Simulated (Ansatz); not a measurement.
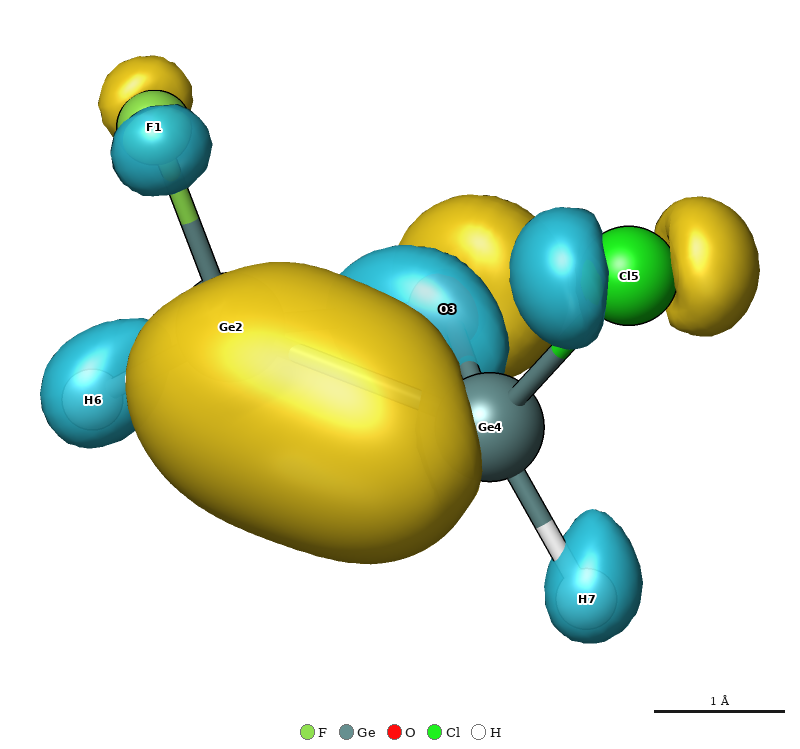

The picture shows: ClFGe2H2O (SMILES [F][GeH]1[O][GeH]1[Cl]). The HOMO at ±0.15 Å⁻³ᐟ² (yellow and cyan are the two phases), seen at a tilt.

Geometry: PBE0-D4/def2-TZVP.

Level of theory: RKS PBE0-D4/def2-TZVPP (Ansatz).

Input file:

```
crystal:
  periodic: [false, false, false]
  atoms:
    - {symbol: F, position_ang: [-2.314046, -0.078529, 0.729388]}
    - {symbol: Ge, position_ang: [-0.613965, 0.047569, 1.021473]}
    - {symbol: O, position_ang: [0.299662, -1.220401, 0.102807]}
    - {symbol: Ge, position_ang: [0.803621, 0.286886, -0.792267]}
    - {symbol: Cl, position_ang: [0.015273, 0.365581, -2.774704]}
    - {symbol: H, position_ang: [-0.447538, 0.031975, 2.543911]}
    - {symbol: H, position_ang: [2.318292, 0.498920, -0.876309]}
basis:
  gaussian: {orbitals: def2-TZVPP}
hamiltonian: {xc: pbe0, dispersion: d4}
output: {orbitals: {seedname: orbitals}}
```

Run with:

```sh
ansatz run in.yaml --threads 4 --pin off --events-out ev --progress --plain --max-ram 10444MiB
```

Q: Where does this orbital lie, and at what energy?

A: Its weight (Hirshfeld) is mainly on Ge2 (about 25 %), O3 (about 25 %), Ge4 (about 25 %) and Cl5 (about 10 %). Its energy is −7.50 eV.
